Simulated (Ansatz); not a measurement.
```xyz
7

Sn   -0.0022   -0.0025   -1.2469
N    -0.0059    0.0157    0.7875
C     0.0018    0.0073    1.9794
S     0.0110   -0.0020    3.5633
H     1.6430   -0.0023   -1.6920
H    -0.8270    1.4160   -1.7076
H    -0.8207   -1.4322   -1.6837
```

Geometry: PBE0-D4/def2-SVP; core potentials replace the inner electrons of Sn; not at a stationary point (largest force 0.6 eV/Å).

Level of theory: RKS PBE0-D4/def2-TZVP in Ansatz.

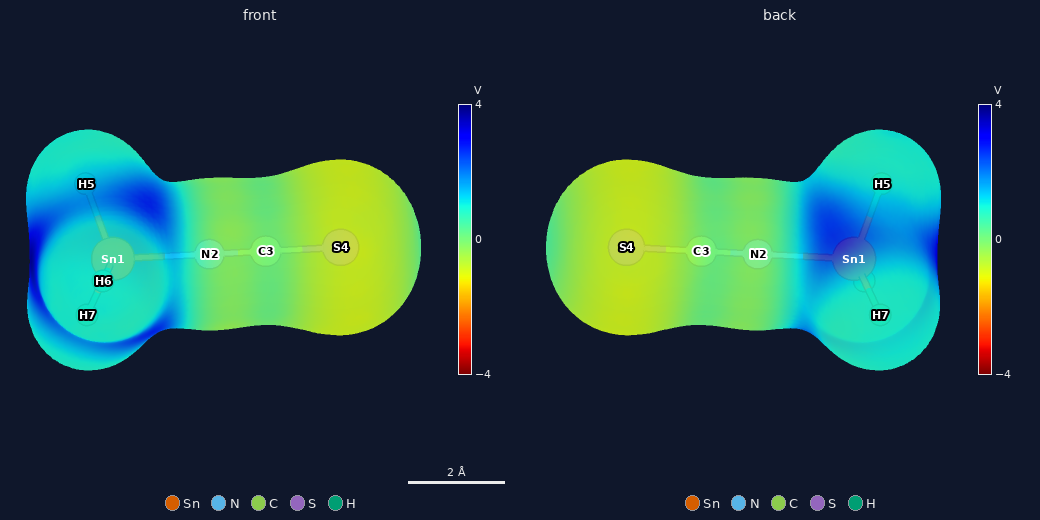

CH$_{3}$NSSn. The electrostatic potential painted on the density surface at 0.004 e/bohr³, seen from the front and from behind; the colour scale runs from red (negative) to blue (positive).

Question: Which sites attract a positive test charge, and which a negative one?

Answer: A positive charge is drawn to the negative regions and a negative charge to the positive ones. The most negative region (about −0.9 V) lies over S4, the most positive (about +3.6 V) over Sn1.
